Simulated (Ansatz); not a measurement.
# BHO (singlet): correlated methods under varied settings at distance O2–H3 = 0.862 Å

Aim: run BHO (singlet) at one geometry under a spread of methods and options, and see what each costs and gives.

Method: the settings change from run to run; program: Ansatz 0.2.0, Gaussian basis.

26 further runs of the same task are left out: 2 for a mislabelled method, 20 that didn't finish, 4 set aside as unsound or not needed.

## (1) The system

The geometry derives from a PBE0/def2-TZVP stationary point (not a proven minimum). One bond is set to the value named and the two fragments are kept rigid.

3 atoms, charge 0, spin multiplicity 1.

Atoms are counted from 1 here; the program's logs count them from 0.

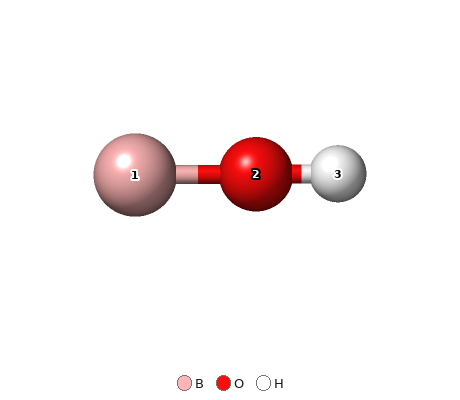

The geometry (boron pink, oxygen red, hydrogen white); atoms are numbered from 1 in the order of the file.

## (2) MP2 on UHF/6-31G

Input file in.yaml:

```yaml
crystal:
  periodic: [false, false, false]
  atoms:
    - {symbol: B, position_ang: [0.000000, 0.000000, 1.135381]}
    - {symbol: O, position_ang: [0.000000, 0.000000, -0.136690]}
    - {symbol: H, position_ang: [0.000000, 0.000000, -0.998690]}
basis:
  gaussian: {orbitals: 6-31G}
magnetization: {spin_polarized: true, initial_magnetization: 0}
correlation: {method: mp2, electrons: all}
```

Started as:

```
$ ansatz run in.yaml --threads 1 --pin off --events-out ev --progress --plain --max-ram 2393MiB
```

The log of the run:

```text
Functional definition: HF
  name "HF"
  cite "Fock, Z. Phys. 61, 126 (1930) doi:10.1007/BF01340294"
  parent pbe
  exchange = exact_x
  correlation = 0
233 factors; integrals over basis functions are off by at most 3.3e-4 eV
mean field evaluation 1: about -2721.0822 eV, gradient 1.9e1 eV
mean field evaluation 2: about -2721.0844 eV, gradient 1.9e1 eV
mean field evaluation 4: about -2722.3978 eV, gradient 1.1e0 eV
mean field evaluation 8: about -2722.4085 eV, gradient 2.6e-4 eV
mean field evaluation 16: about -2722.1623 eV, gradient 1.8e0 eV
mean field -2722.40847660 eV, -100.0466662005 hartree, gradient 1.1e-6 eV, S^2 0.000000; 2 other end points of the search recorded, 0 dependent functions left out
reference -2722.40847660 eV, -100.0466662005 hartree; 7, 7 occupied and 13, 13 virtual orbitals, 233 factors
second order -4.36979005 eV of doubles, -0.00000000 eV of singles
Total energy: -2726.77826665 eV, -100.2072530228 hartree
```

Wall time 0.09 s (1 thread of Intel Xeon Platinum 8488C, shared host).

From the report: ⟨S²⟩ of the determinant 0.000 (pure singlet: 0.00).

## (3) CCSD on RHF/6-31G

Input file in.yaml:

```yaml
crystal:
  periodic: [false, false, false]
  atoms:
    - {symbol: B, position_ang: [0.000000, 0.000000, 1.135381]}
    - {symbol: O, position_ang: [0.000000, 0.000000, -0.136690]}
    - {symbol: H, position_ang: [0.000000, 0.000000, -0.998690]}
basis:
  gaussian: {orbitals: 6-31G, fitting: {mean_field: def2-universal-jkfit}}
magnetization: {spin_polarized: false}
correlation: {method: ccsd, electrons: valence, diis_vectors: 12}
accuracy: high
```

Same command.

The log of the run (excerpt; [...] marks lines left out):

```text
Functional definition: HF
  name "HF"
  cite "Fock, Z. Phys. 61, 126 (1930) doi:10.1007/BF01340294"
  parent pbe
[...]
170 factors; integrals over basis functions are off by at most 1.1e-2 eV
[...]
mean field -2722.40793147 eV, -100.0466461672 hartree, gradient 8.2e-9 eV, S^2 0.000000; 0 other end points of the search recorded, 0 dependent functions left out
2 core orbitals not correlated: weight in the atoms' cores, before any rotation towards them, 1.000 or more for the frozen orbitals, at most 0.000 for the correlated occupied ones
reference -2722.40793147 eV, -100.0466461672 hartree; 5, 5 occupied and 13, 13 virtual orbitals, 170 factors
second order -4.30322108 eV of doubles, -0.00000000 eV of singles
cycle   1  -4.40954397 eV  change   -1.1e-1 eV  update   8.1e-2
[...]
cycle  18  -4.71022035 eV  change   -1.0e-9 eV  update  4.5e-10
Total energy: -2727.11815182 eV, -100.2197435723 hartree
```

Run time: 0.15 s. Hardware: 1 thread of Intel Xeon Platinum 8488C, shared host.

From the report: correlation -4.7102 eV; T1 0.018; largest double amplitude 0.12.

## (4) CCSD/STO-3G

Input file in.yaml:

```yaml
crystal:
  periodic: [false, false, false]
  atoms:
    - {symbol: B, position_ang: [0.000000, 0.000000, 1.135381]}
    - {symbol: O, position_ang: [0.000000, 0.000000, -0.136690]}
    - {symbol: H, position_ang: [0.000000, 0.000000, -0.998690]}
basis:
  gaussian: {orbitals: STO-3G}
magnetization: {spin_polarized: false}
hamiltonian: {xc: {name: PBE0}}
correlation: {method: ccsd, electrons: all}
accuracy: high
output: {forces: true}
```

Same command.

The log of the run (excerpt; [...] marks lines left out):

```text
Functional definition: PBE0
  name "PBE0"
  cite "Adamo & Barone, J. Chem. Phys. 110, 6158 (1999) doi:10.1063/1.478522"
  cite "Perdew, Burke & Ernzerhof, Phys. Rev. Lett. 77, 3865 (1996) doi:10.1103/PhysRevLett.77.3865"
  parent pbe
[...]
168 factors; integrals over basis functions are off by at most 3.1e-8 eV
[...]
mean field -2696.25892527 eV, -99.0856879138 hartree, gradient 2.1e-8 eV, S^2 0.000000; 0 other end points of the search recorded, 0 dependent functions left out
reference -2685.36938147 eV, -98.6855045604 hartree; 7, 7 occupied and 4, 4 virtual orbitals, 168 factors
second order -2.31861584 eV of doubles, -0.16905973 eV of singles
cycle   1  -2.36342776 eV  change    1.0e-1 eV  update   1.0e-1
[...]
cycle  20  -2.67615089 eV  change   2.9e-10 eV  update  4.8e-10
[...]
Total energy: -2688.04553237 eV, -98.7838512917 hartree
Atom 0 at     0.000000     0.000000     1.135381 Å, force     0.000000    -0.000000    -1.195250 eV/Å
Atom 1 at     0.000000     0.000000    -0.136690 Å, force     0.000000    -0.000000    12.396955 eV/Å
Atom 2 at     0.000000     0.000000    -0.998690 Å, force    -0.000000     0.000000   -11.201705 eV/Å
Dipole moment:     0.000000    -0.000000    -0.684037 e Å
```

Wall time 0.6 s (1 thread of Intel Xeon Platinum 8488C, shared host).

From the report: correlation -2.6762 eV; T1 0.004; largest double amplitude 0.13. The orbitals are Kohn-Sham ones, so correlation energy and T1 don't compare with those on Hartree-Fock orbitals.

## (5) MRCISD+Q(relaxed)(2,9)/6-31G

Input file in.yaml:

```yaml
crystal:
  periodic: [false, false, false]
  atoms:
    - {symbol: B, position_ang: [0.000000, 0.000000, 1.135381]}
    - {symbol: O, position_ang: [0.000000, 0.000000, -0.136690]}
    - {symbol: H, position_ang: [0.000000, 0.000000, -0.998690]}
basis:
  gaussian: {orbitals: 6-31G, point_charges: [{charge: 0.50, position_ang: [4.508, 0.865, -0.179]}]}
correlation: {method: fic_mrcisd_q_relaxed, electrons: outside_noble_gas, active_space: {window: {electrons: 2, orbitals: 9}}}
scf: {lower_state_search: light}
```

The command is unchanged.

The log of the run (excerpt; [...] marks lines left out):

```text
Functional definition: HF
  name "HF"
  cite "Fock, Z. Phys. 61, 126 (1930) doi:10.1007/BF01340294"
  parent pbe
[...]
233 factors; integrals over basis functions are off by at most 3.3e-4 eV
[...]
mean field -2722.39059147 eV, -100.0460089339 hartree, gradient 1.6e-6 eV, S^2 0.000000; 0 other end points of the search recorded, 0 dependent functions left out
reference -2722.39059147 eV, -100.0460089339 hartree; 7, 7 occupied and 13, 13 virtual orbitals, 233 factors
state -2723.26785344 eV, -100.0782477166 hartree
contracted CI cycle   1: correlation 0.00000000 eV, 0.0000000000 hartree, residual 1.90e1 eV
contracted CI cycle   2: correlation -3.53020767 eV, -0.1297327390 hartree, residual 3.19e0 eV
contracted CI cycle   3: correlation -3.69786014 eV, -0.1358938535 hartree, residual 1.04e0 eV
contracted CI cycle   4: correlation -3.71464274 eV, -0.1365106029 hartree, residual 3.00e-1 eV
contracted CI cycle   5: correlation -3.71625351 eV, -0.1365697976 hartree, residual 9.68e-2 eV
contracted CI cycle   6: correlation -3.71642219 eV, -0.1365759965 hartree, residual 3.82e-2 eV
contracted CI cycle   7: correlation -3.71644952 eV, -0.1365770006 hartree, residual 1.44e-2 eV
contracted CI cycle   8: correlation -3.71645355 eV, -0.1365771489 hartree, residual 5.24e-3 eV
contracted CI cycle   9: correlation -3.71645403 eV, -0.1365771665 hartree, residual 1.93e-3 eV
contracted CI cycle  10: correlation -3.71645408 eV, -0.1365771684 hartree, residual 5.39e-4 eV
state -2723.26785344 eV, -100.0782477166 hartree; corrected -2727.16460473 eV, -100.2214506853 hartree
WARN: 4 active orbitals are nearly empty or full. The corrections depend on them more than the energy does, and are more stable in an active space without them
Total energy: -2727.16460473 eV, -100.2214506853 hartree
```

It took 3.4 s on 1 thread of Intel Xeon Platinum 8488C, shared host; peak memory 0.42 GiB.

From the report: 81 determinants; active occupations 1.90, 0.04, 0.04, 0.01, 0.00, 0.00, 0.00, 0.00, 0.00. The report marks this result as in doubt.

## (6) CCSDT(Q)/B on UHF/6-31G

Input file in.yaml:

```yaml
crystal:
  periodic: [false, false, false]
  atoms:
    - {symbol: B, position_ang: [0.000000, 0.000000, 1.135381]}
    - {symbol: O, position_ang: [0.000000, 0.000000, -0.136690]}
    - {symbol: H, position_ang: [0.000000, 0.000000, -0.998690]}
basis:
  gaussian: {orbitals: 6-31G}
magnetization: {spin_polarized: true, initial_magnetization: 0}
correlation: {method: ccsdt_q_b, electrons: valence}
scf: {omitted_lower_state_checks: [cluster_reference]}
output: {forces: true}
```

Same command.

The log of the run (excerpt; [...] marks lines left out):

```text
Functional definition: HF
  name "HF"
  cite "Fock, Z. Phys. 61, 126 (1930) doi:10.1007/BF01340294"
  parent pbe
[...]
389 factors; integrals over basis functions are off by at most 1.1e-7 eV
[...]
mean field -2722.40849892 eV, -100.0466670206 hartree, gradient 1.1e-6 eV, S^2 0.000000; 2 other end points of the search recorded, 0 dependent functions left out
2 core orbitals not correlated: weight in the atoms' cores, before any rotation towards them, 1.000 or more for the frozen orbitals, at most 0.000 for the correlated occupied ones
reference -2722.40849892 eV, -100.0466670206 hartree; 5, 5 occupied and 13, 13 virtual orbitals, 389 factors
second order -4.30335562 eV of doubles, -0.00000000 eV of singles
cycle   1  -4.40958432 eV  change   -1.1e-1 eV  update   8.7e-2
[...]
cycle  13  -4.83143714 eV  change    7.2e-7 eV  update   2.8e-7
perturbative correction -0.01363760 eV, -0.0005011725 hartree
[...]
Total energy: -2727.25357366 eV, -100.2247202332 hartree
Atom 0 at     0.000000     0.000000     1.135381 Å, force     0.000000     0.000000     2.561131 eV/Å
Atom 1 at     0.000000     0.000000    -0.136690 Å, force    -0.000000    -0.000000     4.890660 eV/Å
Atom 2 at     0.000000     0.000000    -0.998690 Å, force     0.000000    -0.000000    -7.451791 eV/Å
Dipole moment:     0.000000    -0.000000    -0.724590 e Å
Checks for a lower state left out: cluster_reference
```

Run time: 9 s. Hardware: 1 thread of Intel Xeon Platinum 8488C, shared host.

From the report: ⟨S²⟩ of the determinant 0.000 (pure singlet: 0.00); correlation -4.8451 eV; T1 0.017; largest double amplitude 0.13.

## (7) All runs side by side

Where basis and cores are those of an earlier FCI/6-31G run (-2727.2545 eV), and the state is the same kind, the miss against it is given. † marks a result that the program doubts.

```
                                                 level         correlated  functions  energy (eV)  from FCI (meV)    time
                                      MP2 on UHF/6-31G                all         20   -2726.7783                  0.09 s
                                     CCSD on RHF/6-31G            valence         20   -2727.1182           136.4  0.15 s
                        CCSD/STO-3G (on PBE0 orbitals)                all         11   -2688.0455                   0.6 s
MRCISD+Q(relaxed)(2,9)/6-31G (beside a point charge) †  outside noble gas         20   -2727.1646                   3.4 s
                               CCSDT(Q)/B on UHF/6-31G            valence         20   -2727.2536             0.9     9 s
```

## (8) Summary of results

```
quantity                         value
    runs                             5
quickest      MP2 on UHF/6-31G, 0.09 s
 slowest  CCSDT(Q)/B on UHF/6-31G, 9 s
```

In words: Total energies in different bases, with other cores or another treatment of relativity can't be set against each other. CCSDT(Q)/B on UHF/6-31G took 100 times as long as MP2 on UHF/6-31G; the jobs differ in more than the method. Among the correlated runs with a miss given, it spans +1 to +136 meV.
